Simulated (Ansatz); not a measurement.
Effect of Zr → Mn on Zr

Take Zr in the hcp (Mg type) structure (space group P6_3/mmc, No. 194; a = 3.185 Å, c = 5.117 Å) as the base.

Modification: full substitution Zr → Mn; the structure is relaxed again.

Level of theory: PBEsol in Ansatz (plane waves to 420 eV, PAW, scalar-relativistic without spin-orbit coupling), earlier PAW set. Γ-centred 22×22×12 mesh, Fermi–Dirac width 0.05 eV, for the changed cell.

```json
[
 {"quantity": "volume per atom", "base": "22.47 Å³", "changed": "10.33 Å³", "shift": "-12.148 Å³"},
 {"quantity": "density", "base": "6.74 g/cm³", "changed": "8.83 g/cm³", "shift": "+2.09 g/cm³"},
 {"quantity": "lattice parameter a", "base": "3.185 Å", "changed": "2.452 Å", "shift": "-0.7325 Å"},
 {"quantity": "c/a ratio", "base": "1.607", "changed": "1.617", "shift": "+0.010"},
 {"quantity": "space group", "base": "P6_3/mmc (No. 194)", "changed": "P6_3/mmc (No. 194)", "shift": "–"},
 {"quantity": "shortest interatomic distance", "base": "3.151 Å", "changed": "2.436 Å", "shift": "-0.7144 Å"},
 {"quantity": "band gap", "base": "zero", "changed": "zero", "shift": "–"}
]
```

Final structure:

```yaml
crystal:
  lattice:
    - [2.45225, 0.00000, 0.00000]
    - [-1.22613, 2.12371, 0.00000]
    - [0.00000, 0.00000, 3.96548]
  atoms:
    - { symbol: Mn, position: [0.33333, 0.66667, 0.75000] }
    - { symbol: Mn, position: [0.66667, 0.33333, 0.25000] }
```

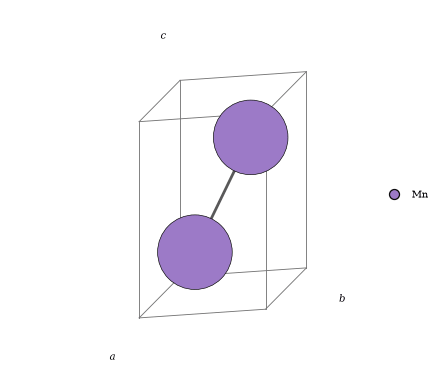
Figure. The relaxed conventional cell after the change

Cost of the whole job for the changed cell (relaxation, final SCF and bands): roughly 110 core-seconds.

Whether these cells are dynamically stable was not tested. For Mn in this form, whether it has been made was not checked. Seeded moments were not kept for Zr → Mn. All final runs are without spin polarisation. This is not the structure that Mn has at room temperature and ambient pressure.

Ansatz is a first-principles code.
